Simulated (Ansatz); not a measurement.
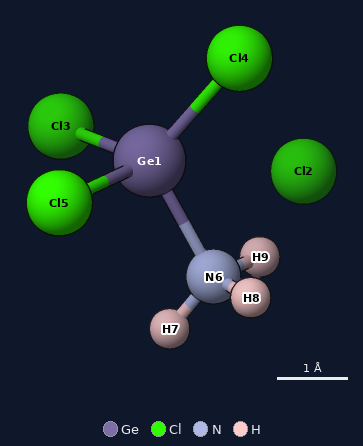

**Figure 1.** The starting structure (ball-and-stick view, seen at a tilt; atoms are numbered from 1 in the order of the input). Sticks mark near contacts. Bond lengths as drawn: Cl–Ge 2.10 to 2.15 Å, Ge–N 1.92 Å and H–N 1.01 to 1.10 Å.

## Molecular dynamics of GeNH3Cl4 (part 1 of 5)

System: GeNH3Cl4.
Method: RHF/def2-SVP (Ansatz 0.2.0).

It belongs to a series of runs on one base structure; here: dynamics from the highest image of the converged band. Figures and captions count atoms from 1; the log counts them from 0 in places.

## Log
```
Engine: ansatz 0.2.0, aarch64-unknown-linux-gnu
Functional definition: HF
  exchange = exact_x
  correlation = 0
1334 factors; integrals over basis functions are off by at most 5.0e-4 eV
mean field evaluation 1: about -107993.6714 eV, gradient 3.3e1 eV
mean field evaluation 2: about -107993.7306 eV, gradient 3.3e1 eV
mean field evaluation 4: about -107996.7331 eV, gradient 3.4e0 eV
mean field evaluation 8: about -107996.7687 eV, gradient 2.4e-4 eV
mean field -107996.76866332 eV, -3968.8080455379 hartree, gradient 4.8e-5 eV, S^2 0.000000; 0 other end points of the search recorded, 0 dependent functions left out
the calculation of the forces begins
reference -107996.76866332 eV, -3968.8080455379 hartree; 55, 55 occupied and 78, 78 virtual orbitals, 1334 factors
md step     0: t =     0.00 fs  T =   100.0 K  F+E_penalty+E_count = -107996.76866332 eV  E_kin = 0.090482 eV  conserved = -107996.67818132 eV  (36 SCF iters)
these checks for a lower state are left out or cut short: starts, cluster_reference, orbital_swaps, neighbouring_geometries, increment
1334 factors; integrals over basis functions are off by at most 5.0e-4 eV
mean field evaluation 16: about -107996.7681 eV, gradient 1.5e-5 eV
mean field -107996.76809253 eV, -3968.8080245621 hartree, gradient 1.6e-5 eV, S^2 0.000000; 0 other end points of the search recorded, 0 dependent functions left out
the calculation of the forces begins
reference -107996.76809253 eV, -3968.8080245621 hartree; 55, 55 occupied and 78, 78 virtual orbitals, 1334 factors
md step     1: t =     0.50 fs  T =    99.4 K  F+E_penalty+E_count = -107996.76809253 eV  E_kin = 0.089921 eV  conserved = -107996.67817193 eV  (27 SCF iters)
[... from here on the SCF iterations and repeated set-up lines of each step are left out, up to the last step ...]
md step     2: t =     1.00 fs  T =    97.7 K  F+E_penalty+E_count = -107996.76652367 eV  E_kin = 0.088376 eV  conserved = -107996.67814812 eV  (27 SCF iters)
md step     3: t =     1.50 fs  T =    95.3 K  F+E_penalty+E_count = -107996.76432817 eV  E_kin = 0.086209 eV  conserved = -107996.67811912 eV  (27 SCF iters)
md step     4: t =     2.00 fs  T =    92.7 K  F+E_penalty+E_count = -107996.76195992 eV  E_kin = 0.083865 eV  conserved = -107996.67809515 eV  (27 SCF iters)
md step     5: t =     2.50 fs  T =    90.3 K  F+E_penalty+E_count = -107996.75979533 eV  E_kin = 0.081712 eV  conserved = -107996.67808342 eV  (27 SCF iters)
md step     6: t =     3.00 fs  T =    88.3 K  F+E_penalty+E_count = -107996.75802016 eV  E_kin = 0.079935 eV  conserved = -107996.67808560 eV  (27 SCF iters)
md step     7: t =     3.50 fs  T =    86.8 K  F+E_penalty+E_count = -107996.75660316 eV  E_kin = 0.078506 eV  conserved = -107996.67809747 eV  (27 SCF iters)
md step     8: t =     4.00 fs  T =    85.4 K  F+E_penalty+E_count = -107996.75536268 eV  E_kin = 0.077252 eV  conserved = -107996.67811074 eV  (27 SCF iters)
md step     9: t =     4.50 fs  T =    84.0 K  F+E_penalty+E_count = -107996.75409625 eV  E_kin = 0.075980 eV  conserved = -107996.67811669 eV  (27 SCF iters)
md step    10: t =     5.00 fs  T =    82.5 K  F+E_penalty+E_count = -107996.75271555 eV  E_kin = 0.074605 eV  conserved = -107996.67811040 eV  (27 SCF iters)
md step    11: t =     5.50 fs  T =    80.9 K  F+E_penalty+E_count = -107996.75132146 eV  E_kin = 0.073228 eV  conserved = -107996.67809363 eV  (28 SCF iters)
md step    12: t =     6.00 fs  T =    79.7 K  F+E_penalty+E_count = -107996.75017512 eV  E_kin = 0.072101 eV  conserved = -107996.67807461 eV  (27 SCF iters)
md step    13: t =     6.50 fs  T =    79.0 K  F+E_penalty+E_count = -107996.74956960 eV  E_kin = 0.071505 eV  conserved = -107996.67806423 eV  (27 SCF iters)
md step    14: t =     7.00 fs  T =    79.1 K  F+E_penalty+E_count = -107996.74966263 eV  E_kin = 0.071593 eV  conserved = -107996.67807010 eV  (27 SCF iters)
md step    15: t =     7.50 fs  T =    79.9 K  F+E_penalty+E_count = -107996.75035994 eV  E_kin = 0.072268 eV  conserved = -107996.67809214 eV  (27 SCF iters)
md step    16: t =     8.00 fs  T =    80.9 K  F+E_penalty+E_count = -107996.75131738 eV  E_kin = 0.073195 eV  conserved = -107996.67812215 eV  (27 SCF iters)
md step    17: t =     8.50 fs  T =    81.7 K  F+E_penalty+E_count = -107996.75206637 eV  E_kin = 0.073918 eV  conserved = -107996.67814813 eV  (26 SCF iters)
md step    18: t =     9.00 fs  T =    81.8 K  F+E_penalty+E_count = -107996.75219945 eV  E_kin = 0.074039 eV  conserved = -107996.67816030 eV  (27 SCF iters)
md step    19: t =     9.50 fs  T =    81.1 K  F+E_penalty+E_count = -107996.75152431 eV  E_kin = 0.073369 eV  conserved = -107996.67815505 eV  (27 SCF iters)
md step    20: t =    10.00 fs  T =    79.6 K  F+E_penalty+E_count = -107996.75011920 eV  E_kin = 0.071983 eV  conserved = -107996.67813640 eV  (27 SCF iters)
md step    21: t =    10.50 fs  T =    77.5 K  F+E_penalty+E_count = -107996.74827299 eV  E_kin = 0.070160 eV  conserved = -107996.67811320 eV  (27 SCF iters)
md step    22: t =    11.00 fs  T =    75.4 K  F+E_penalty+E_count = -107996.74634781 eV  E_kin = 0.068253 eV  conserved = -107996.67809509 eV  (27 SCF iters)
md step    23: t =    11.50 fs  T =    73.5 K  F+E_penalty+E_count = -107996.74462751 eV  E_kin = 0.066539 eV  conserved = -107996.67808865 eV  (28 SCF iters)
md step    24: t =    12.00 fs  T =    72.0 K  F+E_penalty+E_count = -107996.74321419 eV  E_kin = 0.065119 eV  conserved = -107996.67809490 eV  (27 SCF iters)
md step    25: t =    12.50 fs  T =    70.6 K  F+E_penalty+E_count = -107996.74201200 eV  E_kin = 0.063903 eV  conserved = -107996.67810908 eV  (27 SCF iters)
md step    26: t =    13.00 fs  T =    69.3 K  F+E_penalty+E_count = -107996.74080261 eV  E_kin = 0.062680 eV  conserved = -107996.67812247 eV  (36 SCF iters)
md step    27: t =    13.50 fs  T =    67.7 K  F+E_penalty+E_count = -107996.73938165 eV  E_kin = 0.061255 eV  conserved = -107996.67812616 eV  (27 SCF iters)
md step    28: t =    14.00 fs  T =    65.8 K  F+E_penalty+E_count = -107996.73769686 eV  E_kin = 0.059582 eV  conserved = -107996.67811532 eV  (27 SCF iters)
md step    29: t =    14.50 fs  T =    63.9 K  F+E_penalty+E_count = -107996.73592158 eV  E_kin = 0.057829 eV  conserved = -107996.67809217 eV  (27 SCF iters)
md step    30: t =    15.00 fs  T =    62.3 K  F+E_penalty+E_count = -107996.73441843 eV  E_kin = 0.056353 eV  conserved = -107996.67806577 eV  (27 SCF iters)
md step    31: t =    15.50 fs  T =    61.4 K  F+E_penalty+E_count = -107996.73359812 eV  E_kin = 0.055550 eV  conserved = -107996.67804806 eV  (28 SCF iters)
md step    32: t =    16.00 fs  T =    61.5 K  F+E_penalty+E_count = -107996.73373510 eV  E_kin = 0.055687 eV  conserved = -107996.67804784 eV  (27 SCF iters)
md step    33: t =    16.50 fs  T =    62.7 K  F+E_penalty+E_count = -107996.73483228 eV  E_kin = 0.056766 eV  conserved = -107996.67806604 eV  (27 SCF iters)
md step    34: t =    17.00 fs  T =    64.7 K  F+E_penalty+E_count = -107996.73660661 eV  E_kin = 0.058511 eV  conserved = -107996.67809525 eV  (27 SCF iters)
md step    35: t =    17.50 fs  T =    66.8 K  F+E_penalty+E_count = -107996.73860318 eV  E_kin = 0.060480 eV  conserved = -107996.67812362 eV  (27 SCF iters)
md step    36: t =    18.00 fs  T =    68.8 K  F+E_penalty+E_count = -107996.74037766 eV  E_kin = 0.062237 eV  conserved = -107996.67814087 eV  (27 SCF iters)
md step    37: t =    18.50 fs  T =    70.2 K  F+E_penalty+E_count = -107996.74165617 eV  E_kin = 0.063513 eV  conserved = -107996.67814273 eV  (27 SCF iters)
md step    38: t =    19.00 fs  T =    71.0 K  F+E_penalty+E_count = -107996.74240303 eV  E_kin = 0.064271 eV  conserved = -107996.67813223 eV  (27 SCF iters)
md step    39: t =    19.50 fs  T =    71.5 K  F+E_penalty+E_count = -107996.74277746 eV  E_kin = 0.064660 eV  conserved = -107996.67811703 eV  (27 SCF iters)
md step    40: t =    20.00 fs  T =    71.7 K  F+E_penalty+E_count = -107996.74301431 eV  E_kin = 0.064909 eV  conserved = -107996.67810579 eV  (28 SCF iters)
md step    41: t =    20.50 fs  T =    72.0 K  F+E_penalty+E_count = -107996.74328824 eV  E_kin = 0.065184 eV  conserved = -107996.67810436 eV  (28 SCF iters)
md step    42: t =    21.00 fs  T =    72.4 K  F+E_penalty+E_count = -107996.74362220 eV  E_kin = 0.065509 eV  conserved = -107996.67811335 eV  (27 SCF iters)
md step    43: t =    21.50 fs  T =    72.7 K  F+E_penalty+E_count = -107996.74387747 eV  E_kin = 0.065750 eV  conserved = -107996.67812781 eV  (27 SCF iters)
md step    44: t =    22.00 fs  T =    72.6 K  F+E_penalty+E_count = -107996.74383012 eV  E_kin = 0.065691 eV  conserved = -107996.67813960 eV  (27 SCF iters)
md step    45: t =    22.50 fs  T =    72.0 K  F+E_penalty+E_count = -107996.74330130 eV  E_kin = 0.065161 eV  conserved = -107996.67814038 eV  (27 SCF iters)
md step    46: t =    23.00 fs  T =    70.9 K  F+E_penalty+E_count = -107996.74228586 eV  E_kin = 0.064160 eV  conserved = -107996.67812589 eV  (27 SCF iters)
md step    47: t =    23.50 fs  T =    69.5 K  F+E_penalty+E_count = -107996.74101500 eV  E_kin = 0.062916 eV  conserved = -107996.67809914 eV  (27 SCF iters)
md step    48: t =    24.00 fs  T =    68.3 K  F+E_penalty+E_count = -107996.73990983 eV  E_kin = 0.061840 eV  conserved = -107996.67806933 eV  (27 SCF iters)
md step    49: t =    24.50 fs  T =    67.8 K  F+E_penalty+E_count = -107996.73943524 eV  E_kin = 0.061387 eV  conserved = -107996.67804863 eV  (28 SCF iters)
md step    50: t =    25.00 fs  T =    68.4 K  F+E_penalty+E_count = -107996.73991327 eV  E_kin = 0.061867 eV  conserved = -107996.67804584 eV  (28 SCF iters)
md step    51: t =    25.50 fs  T =    70.0 K  F+E_penalty+E_count = -107996.74138742 eV  E_kin = 0.063325 eV  conserved = -107996.67806204 eV  (27 SCF iters)
md step    52: t =    26.00 fs  T =    72.4 K  F+E_penalty+E_count = -107996.74360624 eV  E_kin = 0.065516 eV  conserved = -107996.67809003 eV  (27 SCF iters)
md step    53: t =    26.50 fs  T =    75.2 K  F+E_penalty+E_count = -107996.74613406 eV  E_kin = 0.068016 eV  conserved = -107996.67811816 eV  (36 SCF iters)
md step    54: t =    27.00 fs  T =    77.8 K  F+E_penalty+E_count = -107996.74853096 eV  E_kin = 0.070395 eV  conserved = -107996.67813607 eV  (27 SCF iters)
md step    55: t =    27.50 fs  T =    80.0 K  F+E_penalty+E_count = -107996.75051463 eV  E_kin = 0.072376 eV  conserved = -107996.67813903 eV  (27 SCF iters)
md step    56: t =    28.00 fs  T =    81.7 K  F+E_penalty+E_count = -107996.75203440 eV  E_kin = 0.073905 eV  conserved = -107996.67812953 eV  (27 SCF iters)
md step    57: t =    28.50 fs  T =    83.0 K  F+E_penalty+E_count = -107996.75323549 eV  E_kin = 0.075120 eV  conserved = -107996.67811501 eV  (28 SCF iters)
md step    58: t =    29.00 fs  T =    84.3 K  F+E_penalty+E_count = -107996.75434251 eV  E_kin = 0.076238 eV  conserved = -107996.67810446 eV  (27 SCF iters)
md step    59: t =    29.50 fs  T =    85.6 K  F+E_penalty+E_count = -107996.75551928 eV  E_kin = 0.077415 eV  conserved = -107996.67810449 eV  (28 SCF iters)
md step    60: t =    30.00 fs  T =    86.9 K  F+E_penalty+E_count = -107996.75676615 eV  E_kin = 0.078650 eV  conserved = -107996.67811637 eV  (27 SCF iters)
md step    61: t =    30.50 fs  T =    88.2 K  F+E_penalty+E_count = -107996.75789855 eV  E_kin = 0.079763 eV  conserved = -107996.67813564 eV  (27 SCF iters)
md step    62: t =    31.00 fs  T =    88.9 K  F+E_penalty+E_count = -107996.75861653 eV  E_kin = 0.080463 eV  conserved = -107996.67815382 eV  (27 SCF iters)
md step    63: t =    31.50 fs  T =    88.9 K  F+E_penalty+E_count = -107996.75863892 eV  E_kin = 0.080477 eV  conserved = -107996.67816169 eV  (27 SCF iters)
md step    64: t =    32.00 fs  T =    88.1 K  F+E_penalty+E_count = -107996.75784636 eV  E_kin = 0.079693 eV  conserved = -107996.67815362 eV  (27 SCF iters)
md step    65: t =    32.50 fs  T =    86.5 K  F+E_penalty+E_count = -107996.75636659 eV  E_kin = 0.078236 eV  conserved = -107996.67813105 eV  (27 SCF iters)
md step    66: t =    33.00 fs  T =    84.5 K  F+E_penalty+E_count = -107996.75455337 eV  E_kin = 0.076451 eV  conserved = -107996.67810188 eV  (27 SCF iters)
md step    67: t =    33.50 fs  T =    82.7 K  F+E_penalty+E_count = -107996.75286170 eV  E_kin = 0.074784 eV  conserved = -107996.67807745 eV  (27 SCF iters)
md step    68: t =    34.00 fs  T =    81.3 K  F+E_penalty+E_count = -107996.75167276 eV  E_kin = 0.073606 eV  conserved = -107996.67806677 eV  (27 SCF iters)
md step    69: t =    34.50 fs  T =    80.8 K  F+E_penalty+E_count = -107996.75115520 eV  E_kin = 0.073083 eV  conserved = -107996.67807203 eV  (27 SCF iters)
md step    70: t =    35.00 fs  T =    80.8 K  F+E_penalty+E_count = -107996.75123050 eV  E_kin = 0.073143 eV  conserved = -107996.67808793 eV  (27 SCF iters)
md step    71: t =    35.50 fs  T =    81.3 K  F+E_penalty+E_count = -107996.75165381 eV  E_kin = 0.073549 eV  conserved = -107996.67810511 eV  (27 SCF iters)
md step    72: t =    36.00 fs  T =    81.8 K  F+E_penalty+E_count = -107996.75215954 eV  E_kin = 0.074045 eV  conserved = -107996.67811495 eV  (27 SCF iters)
md step    73: t =    36.50 fs  T =    82.3 K  F+E_penalty+E_count = -107996.75259371 eV  E_kin = 0.074480 eV  conserved = -107996.67811384 eV  (27 SCF iters)
md step    74: t =    37.00 fs  T =    82.7 K  F+E_penalty+E_count = -107996.75296937 eV  E_kin = 0.074865 eV  conserved = -107996.67810460 eV  (27 SCF iters)
md step    75: t =    37.50 fs  T =    83.3 K  F+E_penalty+E_count = -107996.75342637 eV  E_kin = 0.075332 eV  conserved = -107996.67809415 eV  (27 SCF iters)
md step    76: t =    38.00 fs  T =    84.0 K  F+E_penalty+E_count = -107996.75412452 eV  E_kin = 0.076034 eV  conserved = -107996.67809017 eV  (27 SCF iters)
md step    77: t =    38.50 fs  T =    85.1 K  F+E_penalty+E_count = -107996.75512417 eV  E_kin = 0.077027 eV  conserved = -107996.67809746 eV  (27 SCF iters)
md step    78: t =    39.00 fs  T =    86.4 K  F+E_penalty+E_count = -107996.75631090 eV  E_kin = 0.078195 eV  conserved = -107996.67811584 eV  (28 SCF iters)
md step    79: t =    39.50 fs  T =    87.6 K  F+E_penalty+E_count = -107996.75739955 eV  E_kin = 0.079260 eV  conserved = -107996.67813963 eV  (28 SCF iters)
md step    80: t =    40.00 fs  T =    88.3 K  F+E_penalty+E_count = -107996.75802279 eV  E_kin = 0.079863 eV  conserved = -107996.67815962 eV  (36 SCF iters)
md step    81: t =    40.50 fs  T =    88.1 K  F+E_penalty+E_count = -107996.75787346 eV  E_kin = 0.079707 eV  conserved = -107996.67816688 eV  (29 SCF iters)
md step    82: t =    41.00 fs  T =    87.0 K  F+E_penalty+E_count = -107996.75684332 eV  E_kin = 0.078687 eV  conserved = -107996.67815670 eV  (28 SCF iters)
md step    83: t =    41.50 fs  T =    85.1 K  F+E_penalty+E_count = -107996.75509553 eV  E_kin = 0.076964 eV  conserved = -107996.67813132 eV  (28 SCF iters)
md step    84: t =    42.00 fs  T =    82.8 K  F+E_penalty+E_count = -107996.75302864 eV  E_kin = 0.074929 eV  conserved = -107996.67809948 eV  (27 SCF iters)
md step    85: t =    42.50 fs  T =    80.8 K  F+E_penalty+E_count = -107996.75113862 eV  E_kin = 0.073065 eV  conserved = -107996.67807330 eV  (27 SCF iters)
md step    86: t =    43.00 fs  T =    79.3 K  F+E_penalty+E_count = -107996.74983490 eV  E_kin = 0.071773 eV  conserved = -107996.67806182 eV  (27 SCF iters)
md step    87: t =    43.50 fs  T =    78.7 K  F+E_penalty+E_count = -107996.74929932 eV  E_kin = 0.071232 eV  conserved = -107996.67806709 eV  (28 SCF iters)
md step    88: t =    44.00 fs  T =    78.9 K  F+E_penalty+E_count = -107996.74945377 eV  E_kin = 0.071370 eV  conserved = -107996.67808336 eV  (27 SCF iters)
md step    89: t =    44.50 fs  T =    79.5 K  F+E_penalty+E_count = -107996.75004833 eV  E_kin = 0.071948 eV  conserved = -107996.67810055 eV  (27 SCF iters)
md step    90: t =    45.00 fs  T =    80.4 K  F+E_penalty+E_count = -107996.75081785 eV  E_kin = 0.072709 eV  conserved = -107996.67810911 eV  (27 SCF iters)
md step    91: t =    45.50 fs  T =    81.3 K  F+E_penalty+E_count = -107996.75162726 eV  E_kin = 0.073522 eV  conserved = -107996.67810509 eV  (27 SCF iters)
md step    92: t =    46.00 fs  T =    82.3 K  F+E_penalty+E_count = -107996.75253556 eV  E_kin = 0.074444 eV  conserved = -107996.67809110 eV  (28 SCF iters)
md step    93: t =    46.50 fs  T =    83.6 K  F+E_penalty+E_count = -107996.75375719 eV  E_kin = 0.075683 eV  conserved = -107996.67807468 eV  (28 SCF iters)
md step    94: t =    47.00 fs  T =    85.6 K  F+E_penalty+E_count = -107996.75554494 eV  E_kin = 0.077480 eV  conserved = -107996.67806484 eV  (28 SCF iters)
md step    95: t =    47.50 fs  T =    88.4 K  F+E_penalty+E_count = -107996.75804972 eV  E_kin = 0.079981 eV  conserved = -107996.67806822 eV  (28 SCF iters)
md step    96: t =    48.00 fs  T =    91.9 K  F+E_penalty+E_count = -107996.76121734 eV  E_kin = 0.083131 eV  conserved = -107996.67808609 eV  (28 SCF iters)
md step    97: t =    48.50 fs  T =    95.8 K  F+E_penalty+E_count = -107996.76476687 eV  E_kin = 0.086653 eV  conserved = -107996.67811398 eV  (28 SCF iters)
md step    98: t =    49.00 fs  T =    99.6 K  F+E_penalty+E_count = -107996.76826154 eV  E_kin = 0.090119 eV  conserved = -107996.67814288 eV  (28 SCF iters)
md step    99: t =    49.50 fs  T =   102.9 K  F+E_penalty+E_count = -107996.77125018 eV  E_kin = 0.093088 eV  conserved = -107996.67816258 eV  (28 SCF iters)
md step   100: t =    50.00 fs  T =   105.3 K  F+E_penalty+E_count = -107996.77342616 eV  E_kin = 0.095260 eV  conserved = -107996.67816591 eV  (29 SCF iters)
md step   101: t =    50.50 fs  T =   106.7 K  F+E_penalty+E_count = -107996.77473855 eV  E_kin = 0.096587 eV  conserved = -107996.67815194 eV  (29 SCF iters)
md step   102: t =    51.00 fs  T =   107.5 K  F+E_penalty+E_count = -107996.77540554 eV  E_kin = 0.097279 eV  conserved = -107996.67812682 eV  (28 SCF iters)
md step   103: t =    51.50 fs  T =   108.0 K  F+E_penalty+E_count = -107996.77581995 eV  E_kin = 0.097719 eV  conserved = -107996.67810064 eV  (27 SCF iters)
md step   104: t =    52.00 fs  T =   108.6 K  F+E_penalty+E_count = -107996.77639021 eV  E_kin = 0.098307 eV  conserved = -107996.67808320 eV  (27 SCF iters)
md step   105: t =    52.50 fs  T =   109.8 K  F+E_penalty+E_count = -107996.77739036 eV  E_kin = 0.099311 eV  conserved = -107996.67807899 eV  (27 SCF iters)
md step   106: t =    53.00 fs  T =   111.4 K  F+E_penalty+E_count = -107996.77889002 eV  E_kin = 0.100804 eV  conserved = -107996.67808566 eV  (36 SCF iters)
md step   107: t =    53.50 fs  T =   113.5 K  F+E_penalty+E_count = -107996.78078952 eV  E_kin = 0.102694 eV  conserved = -107996.67809601 eV  (27 SCF iters)
md step   108: t =    54.00 fs  T =   115.9 K  F+E_penalty+E_count = -107996.78293039 eV  E_kin = 0.104828 eV  conserved = -107996.67810216 eV  (27 SCF iters)
md step   109: t =    54.50 fs  T =   118.4 K  F+E_penalty+E_count = -107996.78521691 eV  E_kin = 0.107117 eV  conserved = -107996.67809963 eV  (28 SCF iters)
md step   110: t =    55.00 fs  T =   121.1 K  F+E_penalty+E_count = -107996.78768683 eV  E_kin = 0.109598 eV  conserved = -107996.67808911 eV  (28 SCF iters)
md step   111: t =    55.50 fs  T =   124.3 K  F+E_penalty+E_count = -107996.79050152 eV  E_kin = 0.112426 eV  conserved = -107996.67807575 eV  (27 SCF iters)
md step   112: t =    56.00 fs  T =   128.0 K  F+E_penalty+E_count = -107996.79386672 eV  E_kin = 0.115800 eV  conserved = -107996.67806653 eV  (28 SCF iters)
md step   113: t =    56.50 fs  T =   132.5 K  F+E_penalty+E_count = -107996.79792413 eV  E_kin = 0.119857 eV  conserved = -107996.67806707 eV  (29 SCF iters)
md step   114: t =    57.00 fs  T =   137.7 K  F+E_penalty+E_count = -107996.80266354 eV  E_kin = 0.124584 eV  conserved = -107996.67807921 eV  (29 SCF iters)
md step   115: t =    57.50 fs  T =   143.4 K  F+E_penalty+E_count = -107996.80789424 eV  E_kin = 0.129794 eV  conserved = -107996.67810012 eV  (28 SCF iters)
md step   116: t =    58.00 fs  T =   149.4 K  F+E_penalty+E_count = -107996.81328965 eV  E_kin = 0.135166 eV  conserved = -107996.67812323 eV  (29 SCF iters)
md step   117: t =    58.50 fs  T =   155.1 K  F+E_penalty+E_count = -107996.81848986 eV  E_kin = 0.140349 eV  conserved = -107996.67814102 eV  (29 SCF iters)
md step   118: t =    59.00 fs  T =   160.3 K  F+E_penalty+E_count = -107996.82322000 eV  E_kin = 0.145072 eV  conserved = -107996.67814781 eV  (28 SCF iters)
md step   119: t =    59.50 fs  T =   164.9 K  F+E_penalty+E_count = -107996.82737483 eV  E_kin = 0.149232 eV  conserved = -107996.67814300 eV  (29 SCF iters)
```
